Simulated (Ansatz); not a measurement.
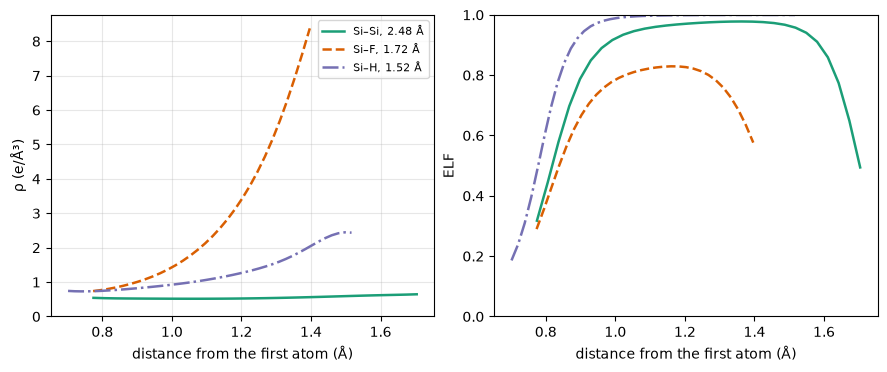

The picture shows: F2H3Si2 (SMILES F[Si-](F)[SiH3]) (charge −1). Total electron density and ELF along straight lines between neighbouring atoms. The curves leave out the atomic cores.

Geometry: r2SCAN-D4/def2-SVPD.

Level of theory: Ansatz 0.2.0, isolated molecule in a Gaussian basis; Kohn-Sham density functional theory, functional PBE0.

| atom | x (Å) | y (Å) | z (Å) |
| --- | --- | --- | --- |
| F | -0.0743 | -1.1172 | 1.3688 |
| F | 2.4788 | -0.9430 | 1.6528 |
| Si | 1.2725 | -0.4582 | 0.5285 |
| Si | 1.5731 | -2.3959 | -0.9872 |
| H | 1.6108 | -3.8143 | -0.4464 |
| H | 2.8472 | -2.3041 | -1.8046 |
| H | 0.5065 | -2.4648 | -2.0631 |

> What can be read from the curves?

Si–Si (2.48 Å): ρ is about 0.53 e/Å³ halfway; the ELF peaks at about 1 between the atoms, as expected for a shared electron pair.
Si–F (1.72 Å): ρ at the midpoint is about 0.89 e/Å³; the ELF peaks at about 0.85 in the valence shell of F, 0.6 Å from its nucleus, and is about 0.55 at the midpoint.
Si–H (1.52 Å): the density is about 0.73 e/Å³ at the midpoint; the ELF climbs to about 1 towards the hydrogen, as it does in any bond to H.
